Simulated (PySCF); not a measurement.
## Electronic structure of C₅H₁₁NOSi (SMILES CC(C)(C)O[SiH2]C#N) in real space

```xyz
19

C    -0.5510   -0.8417    1.2380
C    -0.6282    0.0758    0.0166
C    -1.9303    0.8800    0.0301
C    -0.5198   -0.7420   -1.2692
O     0.4233    1.0186    0.0948
Si    1.9893    1.0284   -0.2545
C     2.8829   -0.4424    0.4978
N     3.4045   -1.3557    0.9531
H    -1.3634   -1.5627    1.2204
H     0.3971   -1.3752    1.2440
H    -0.6201   -0.2526    2.1493
H    -2.7874    0.2127    0.0191
H    -1.9746    1.5297   -0.8406
H    -1.9720    1.4978    0.9234
H    -0.4963   -0.0794   -2.1313
H    -1.3717   -1.4100   -1.3622
H     0.3928   -1.3343   -1.2583
H     2.4280    2.2454    0.4077
H     2.2870    0.9168   -1.6856
```

Geometry: GFN2-xTB.

Method: PBE0/pcSseg-1, SCF density, gas phase, non-relativistic in PySCF 2.14.0.

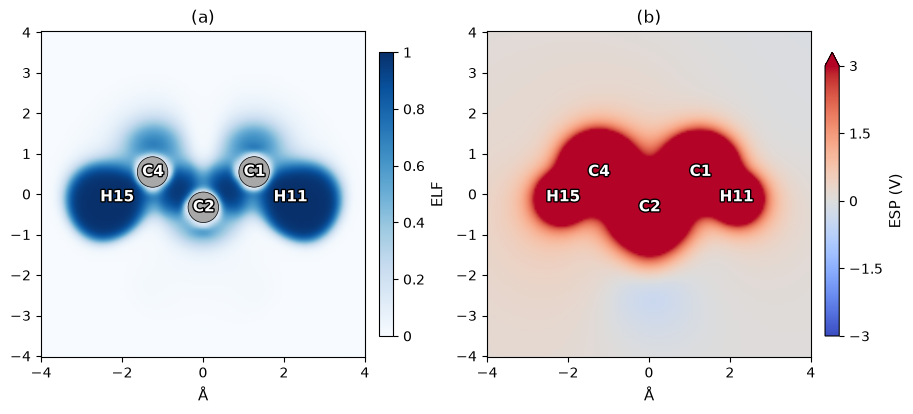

Figure 1. (a) electron localisation function; (b) molecular electrostatic potential on the plane of atoms C1, C2 and C4. Grey discs cover the atomic cores in the ELF map.

What do the fields say about this system?

Answer.
- The plane passes through C and H nuclei.
- C–C (1.53 Å): the ELF peaks at about 0.95 between the atoms (localised, covalent bonding).
- C–H (1.09 Å): the ELF climbs to about 1 towards the hydrogen, as it does in any bond to H (a covalent bond by its length).
- Outside the dense part of the molecule the potential is most negative (−0.4 V) near C3, which lies off the plane.

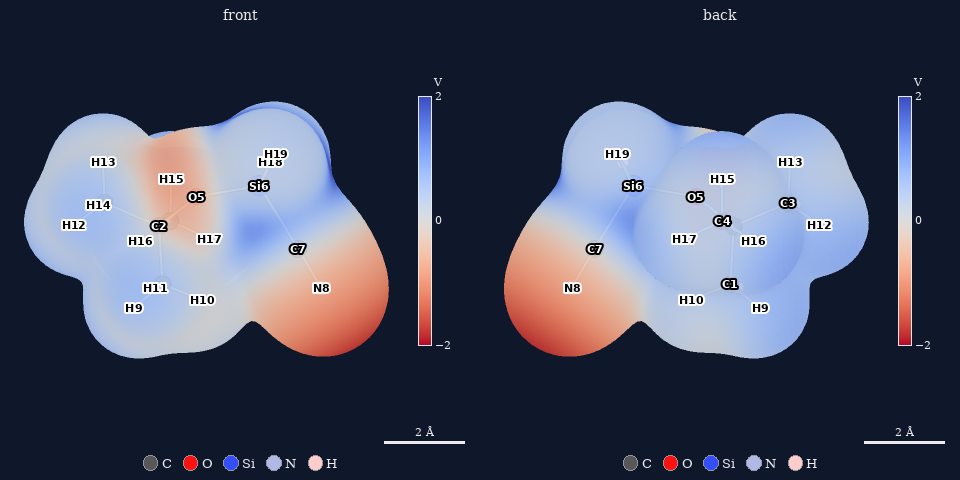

Figure 2. The molecular electrostatic potential painted on the density surface at 0.002 e/bohr³, seen from the front and from behind; red is negative and blue positive.

Describe the electrostatic potential map.

Answer. The most negative region (about −1.7 V) lies over N8, the most positive (about +1.7 V) over Si6. N8 is the likeliest acceptor of a hydrogen bond.

What dipole moment does the calculation give?

Answer. Its dipole moment is 3.44 D.
